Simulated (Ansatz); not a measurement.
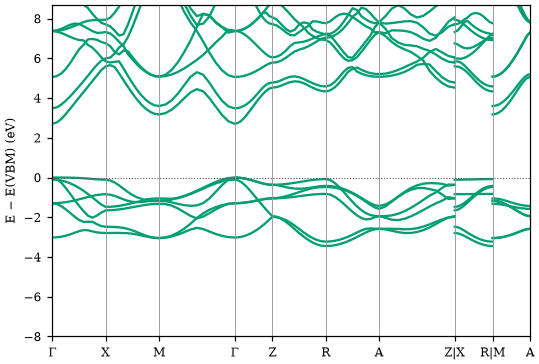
Fig. 1. Band structure from PBEsol in the plane-wave PAW code Ansatz

Question: Read off the gap and where the band edges lie.

Answer: About 2.7 eV (2.71 eV by a search for the band edges); maximum at Γ, minimum at Γ.

The material is Mg$_{2}$SeS in space group P-4m2 (No. 115; Mg on 2g, Se on 1b, S on 1d).

The first step of the workflow began from a Materials Project structure, measured or hypothetical; the Crystallography Open Database copy checked does not list it. Whether it is the stable phase at ambient conditions was not checked. Symmetry was held in the PBEsol relaxation; of distortions, only those at the zone centre were tested. Spin–orbit coupling is left out wherever it is not named.

Potentials: the later of the program's two PAW sets.
